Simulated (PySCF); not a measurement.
```tsv
atom	x (Å)	y (Å)	z (Å)
C	0.9701	1.1967	-1.5909
S	0.0344	1.2808	-0.0453
Al	1.4684	-0.5844	1.0215
C	-1.3393	0.1514	-0.4687
C	-1.8194	-0.5465	0.7730
O	-2.9551	-0.7992	1.0482
O	-0.7803	-0.8804	1.5523
H	1.4496	0.2198	-1.6685
H	0.3029	1.3885	-2.4252
H	1.7275	1.9720	-1.5348
H	1.3721	-0.7265	2.5751
H	1.0094	-1.6614	-0.0515
H	2.6790	0.2866	0.5362
H	-2.1519	0.6977	-0.9448
H	-0.9395	-0.6148	-1.1384
H	-1.0356	-1.3713	2.3503
```

Geometry: GFN2-xTB.

Level of theory: CAM-B3LYP/def2-SVPD, SCF density, gas phase (PySCF).

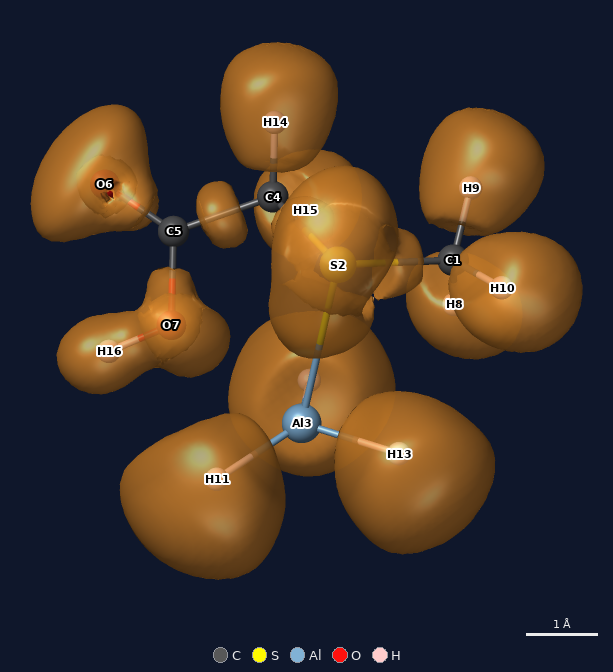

C$_{3}$H$_{9}$AlO$_{2}$S. Isosurface of the electron localisation function at 0.75 (orange), seen across its widest extent. Core shells and regions of very low density are left out.

### Where are the electrons localised?

At this value the surface marks out one region between bonded C–C atoms (shared pairs), eight regions around hydrogen nuclei, one region on O in which the atom's valence shell and bonds are merged, one region on S in which the atom's valence shell and bonds are merged and one joined region spread over several atoms (H, O), in which their bonds and any lone pairs are merged. Profiles from the grid: C–O (1.20 Å): the ELF peaks at about 0.90 between the atoms; a short, multiple covalent bond. C–C (1.50 Å): the ELF peaks at about 0.95 between the atoms, as expected for localised, covalent bonding.
